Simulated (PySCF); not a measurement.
# [Sm(SH)2]+: other functionals and bases at one geometry

Aim: see how levels, charges and forces of [Sm(SH)2]+ depend on the level of theory. It is a constructed species; whether it can be made isn't addressed.

Computed with PySCF 2.14.0. Level: several levels, as the steps say, no spin–orbit coupling.

3 further runs of the same task are left out: 2 for a known fault of the program, 1 that didn't finish. Runs told in other sessions of the task aren't counted.

## Step 1: Starting geometry

5 atoms, charge 1, spin multiplicity 1.

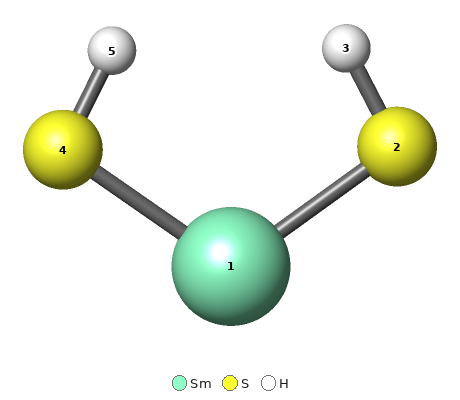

The structure; samarium green, sulfur yellow, hydrogen white; atoms are numbered from 1 in the order of the file.

As a file:

```xyz
5
charge 1, multiplicity 1
Sm   -1.1477    1.0194   -0.2832
S    -0.0724    0.6210    1.9859
H     0.8238   -0.3413    1.6087
S    -0.0724   -0.4923   -2.0216
H     0.8238   -1.1221   -1.2022
```

Formal oxidation states: Sm +3. Each metal's 5 4f electrons lie in its core potential, so multiplicities, spins and levels count the valence alone. An earlier session relaxed this geometry at BP86, Sm lcecp-1-SVP with ECP51, S def2-SVP, H def2-SVP (singlet, point group C2v).

At BP86 on the finer grid: E = -832.043668 Eh, HOMO -11.10 eV, LUMO -7.99 eV, Mulliken charge on Sm1 +1.04 e, largest force component 0.008 eV/Å. 

Levels to run: wB97X; BLYP; TPSSh; M06-L; BP86, TZVP. Hardware: 2 threads of Arm Neoverse V2, shared host.

## Step 2: wB97X

Contents of run.py (the lines that set the calculation):

```python
mol = gto.M(atom='''
Sm    -1.14770     1.01938    -0.28318
S     -0.07242     0.62095     1.98586
H      0.82381    -0.34127     1.60874
S     -0.07242    -0.49231    -2.02160
H      0.82381    -1.12215    -1.20221''',
    basis={'Sm': 'lcecp-1-SVP', 'S': 'def2-SVP', 'H': 'def2-SVP'},
    ecp={'Sm': 'lcecp-1-SVP'},
    charge=1, spin=0)
mf = dft.RKS(mol, xc='WB97X')
mf.grids.atom_grid = (75, 302)  # f atoms: unpruned, at least (60, 302)
mf = mf.density_fit()  # fitting sets: Sm AutoAux, S def2-universal-JKFIT, H def2-universal-JKFIT
mf.conv_tol = 1e-08; mf.max_cycle = 55
mf.kernel(dm0)  # dm0: the density of the relaxed state
```

The run is started by

```
$ OMP_NUM_THREADS=2 python run.py
```

## Step 3: BLYP

Edit run.py (the lines that set the calculation) of step 2 so:

```diff
@@ -9,3 +9,3 @@
     charge=1, spin=0)
-mf = dft.RKS(mol, xc='WB97X')
+mf = dft.RKS(mol, xc='BLYP')
 mf.grids.atom_grid = (75, 302)  # f atoms: unpruned, at least (60, 302)
```

## Step 4: TPSSh

Edit run.py (the lines that set the calculation) of step 3 so:

```diff
@@ -9,3 +9,3 @@
     charge=1, spin=0)
-mf = dft.RKS(mol, xc='BLYP')
+mf = dft.RKS(mol, xc='TPSSH')
 mf.grids.atom_grid = (75, 302)  # f atoms: unpruned, at least (60, 302)
```

## Step 5: M06-L

Edit run.py (the lines that set the calculation) of step 4 so:

```diff
@@ -9,3 +9,3 @@
     charge=1, spin=0)
-mf = dft.RKS(mol, xc='TPSSH')
+mf = dft.RKS(mol, xc='M06L')
 mf.grids.atom_grid = (75, 302)  # f atoms: unpruned, at least (60, 302)
```

## Step 6: BP86, TZVP

Basis: Sm lcecp-1-TZVP with ECP51, S def2-TZVP, H def2-TZVP. 

Contents of run.py (the lines that set the calculation):

```python
mol = gto.M(atom='''
Sm    -1.14770     1.01938    -0.28318
S     -0.07242     0.62095     1.98586
H      0.82381    -0.34127     1.60874
S     -0.07242    -0.49231    -2.02160
H      0.82381    -1.12215    -1.20221''',
    basis={'Sm': 'lcecp-1-TZVP', 'S': 'def2-TZVP', 'H': 'def2-TZVP'},
    ecp={'Sm': 'lcecp-1-TZVP'},
    charge=1, spin=0)
mf = dft.RKS(mol, xc='B88,P86')
mf.grids.atom_grid = (75, 302)  # f atoms: unpruned, at least (60, 302)
mf = mf.density_fit()  # fitting sets: Sm AutoAux, S def2-universal-JKFIT, H def2-universal-JKFIT
mf.conv_tol = 1e-08; mf.max_cycle = 55
mf.kernel(dm0)  # dm0: free metal ions and neutral atoms
```

Q: Predict the outcome of this session. Wanted: for each run, HOMO; gap; charge on Sm1; dipole; largest force component.

**Answer**, as computed:

| level | state | HOMO (eV) | gap (eV) | charge on Sm1 (e) | dipole (D) | largest force component (eV/Å) | basis functions | time |
| --- | --- | --- | --- | --- | --- | --- | --- | --- |
| BP86 (relaxed here) | singlet | -11.10 | 3.11 | 1.04 | 3.39 | 0.01 | 79 | 5.5 s |
| wB97X | singlet | -14.28 | 8.88 | 1.20 | 4.66 | 0.41 | 79 | 3.2 s |
| BLYP | singlet | -10.78 | 2.76 | 0.99 | 3.37 | 0.22 | 79 | 2.7 s |
| TPSSh | singlet | -11.50 | 3.90 | 1.17 | 3.96 | 0.19 | 79 | 3.4 s |
| M06-L | singlet | -11.10 | 3.80 | 1.30 | 4.15 | 0.30 | 79 | 3.6 s |
| BP86, TZVP | singlet | -11.03 | 3.12 | 1.35 | 3.74 | 0.15 | 133 | 7.2 s |

Times are on 2 threads of Arm Neoverse V2, shared host; the first row also made further properties. The dipole of a charged species depends on the origin, so these sizes hold for this origin alone.

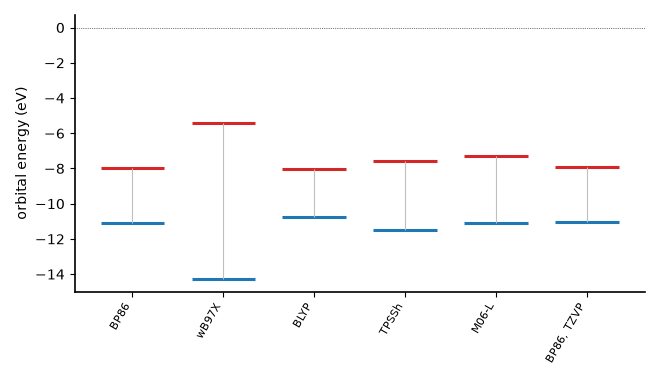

Highest filled and lowest empty level, method by method.

In one basis the HOMO–LUMO gap runs from 2.76 eV (BLYP) to 8.88 eV (wB97X). The largest leftover force, 0.41 eV/Å with wB97X, stands at a geometry relaxed at another level. The Mulliken charge on Sm spans +0.99 to +1.35 e over the levels. With 4f in the core, its levels are missing from HOMO and gap, and its count is fixed, so no charge can pass from the ligands into it. Total energies of different levels can't be compared. Spin–orbit coupling is left out throughout.
